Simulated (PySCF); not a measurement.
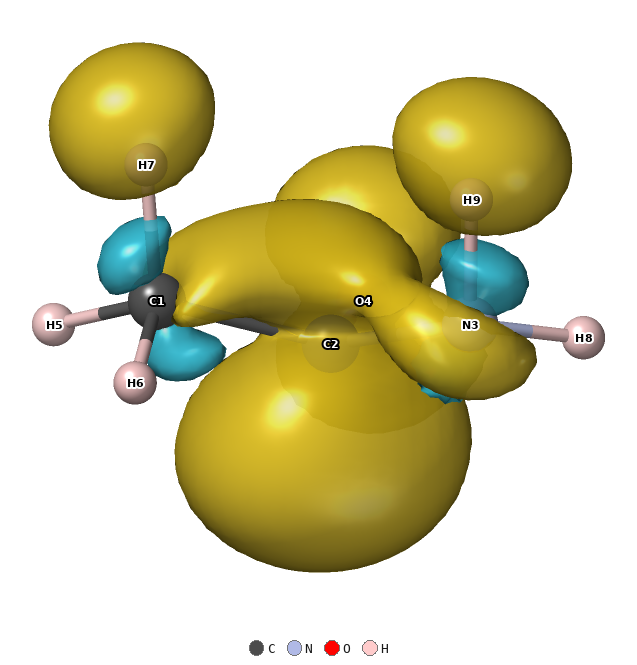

Figure 1: C2H5NO (charge −1, doublet). Isosurfaces of the spin density at +0.015 (yellow) and −0.015 e/Å³ (cyan), seen from one side.

Geometry: GFN2-xTB.

Theory: UKS B3LYP, pcH-1 on C H N O, non-relativistic, mean-field spin-orbit, GIAO (PySCF 2.14.0, density-fitted response routines).

```xyz
9

C    -1.1186   -0.0230    0.0065
C     0.2810   -0.5355   -0.2961
N     1.2484    0.0809    0.6481
O     0.6594   -0.7609   -1.5254
H    -1.8409   -0.5283   -0.6357
H    -1.3775   -0.2158    1.0530
H    -1.2343    1.0714   -0.1573
H     2.1718   -0.1949    0.3157
H     1.2241    1.1121    0.5662
```

### Where is the unpaired spin?

The unpaired spin (1 electron) lies mostly on C2 (about 0.4), O4 (about 0.3), H9 (about 0.1) and H7 (about 0.1), in electrons by Hirshfeld's partition.
